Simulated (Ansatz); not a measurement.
# Cl₂GaH···NH₂ (doublet): what the fields show

Input

```
crystal:
  periodic: [false, false, false]
  atoms:
    - { symbol: Ga, position_ang: [0.0, 0.0, 0.0] }
    - { symbol: H, position_ang: [0.0, 0.0, 1.82] }
    - { symbol: Cl, position_ang: [1.9398, 0.0, -1.12] }
    - { symbol: Cl, position_ang: [-1.9398, 0.0, -1.12] }
    - { symbol: "N", position_ang: [0.0, 0.0, 3.18] }
    - { symbol: H, position_ang: [-0.496, -0.7725, 3.71] }
    - { symbol: H, position_ang: [0.496, 0.7725, 3.71] }
magnetization:
  spin_polarized: true
  initial_magnetization: 1
basis:
  gaussian: { orbitals: def2-SVP }
hamiltonian:
  xc: hf
relax:
  f_tol: 0.15
  max_steps: 25
  restrain:
    - { distance: [1, 4], at: 2.26, k: 30.0 }
    - { distance: [0, 1], at: 1.57, k: 30.0 }
output:
  orbitals: {}
```

Launched as:

```sh
ansatz run input.yaml --threads 2 --pin off --max-ram 3072MiB --backend cpu --events-out ev --progress --plain --runs-dir out
```

The fields are those of the run's last geometry, not of the input's.

Not at a stationary point (largest force 0.6 eV/Å).

Theory: UHF/def2-SVP in Ansatz 0.2.0.

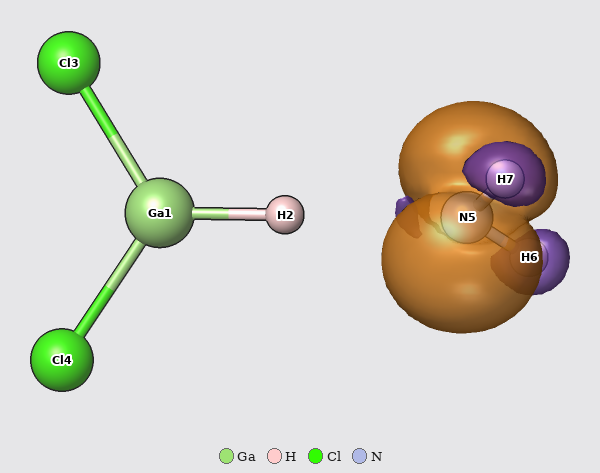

Figure 1. Isosurfaces of the spin density at +0.02 (orange) and −0.02 e/Å³ (purple), seen at a tilt.

Which atoms carry the spin?

The unpaired spin (1 electron) lies mostly on N5 (about 0.9), in electrons by Hirshfeld's partition.

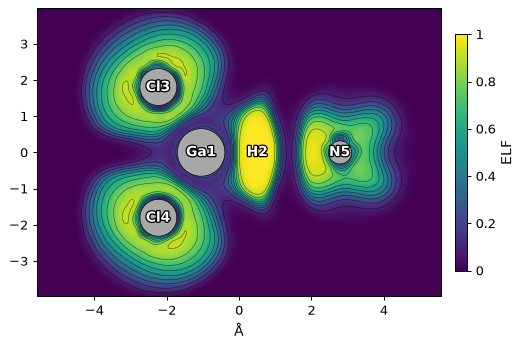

Figure 2. ELF on the plane of atoms H2, Ga1 and Cl3. Grey discs cover the atomic cores.

What do the fields say about this system?

The plane passes through Ga, H, Cl and N nuclei. N5···H2 (2.27 Å): the ELF dips to about 0.10 between them. Ga–Cl (2.16 Å): the ELF peaks at about 0.85 in the valence shell of Cl, 0.8 Å from its nucleus, and is about 0.60 at the midpoint. Ga–H (1.56 Å): the ELF climbs to about 1 towards the hydrogen. The ELF also peaks beside Cl4 and Cl3, away from the bonds: non-bonding electrons, paired or unpaired.

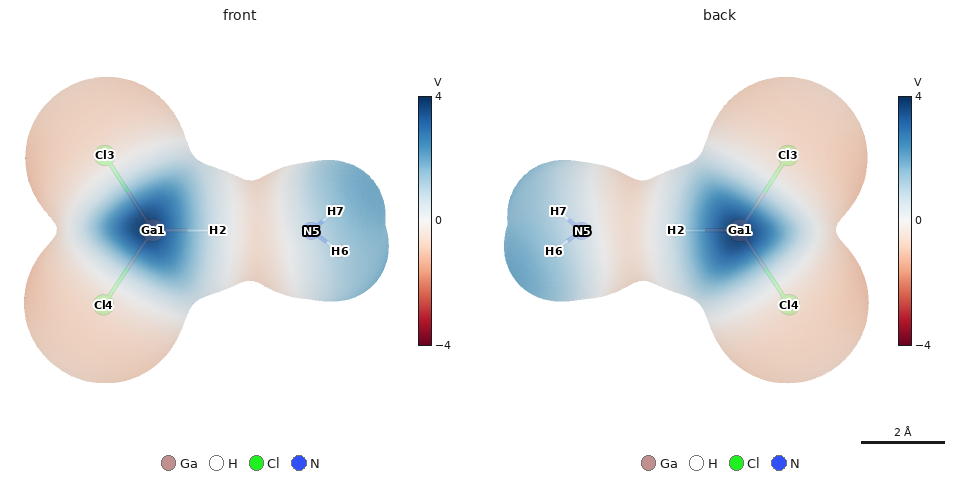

Figure 3. The molecular electrostatic potential painted on the density surface at 0.002 e/bohr³, seen from the front and from behind; red is negative and blue positive.

Which sites attract a positive test charge, and which a negative one?

A positive charge is drawn to the negative regions and a negative charge to the positive ones. The most negative region (about −1.0 V) lies over Cl3 and Cl4, the most positive (about +3.7 V) over Ga1.
